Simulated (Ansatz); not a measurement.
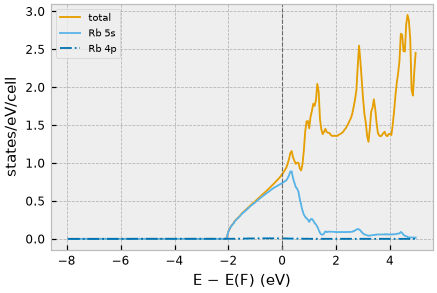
Figure: Total and projected density of states of Rb (bcc (W type), Im-3m), the program Ansatz at the r²SCAN+D4 level (PAW)

Problem. Which orbitals carry the states next to the Fermi level?

Solution. Within 0.5 eV of the Fermi level: Rb 5s 85 %, outside the projected shells 15 %. Projections are on Löwdin-orthogonalised atomic valence shells; empty p or d shells of many metals are not among them.

The cell was relaxed with r²SCAN+D4 under the symmetry of its start. The pairwise dispersion correction was not fitted to metals. Spin–orbit coupling is left out wherever it is not named.

Potentials: the later of the program's two PAW sets.
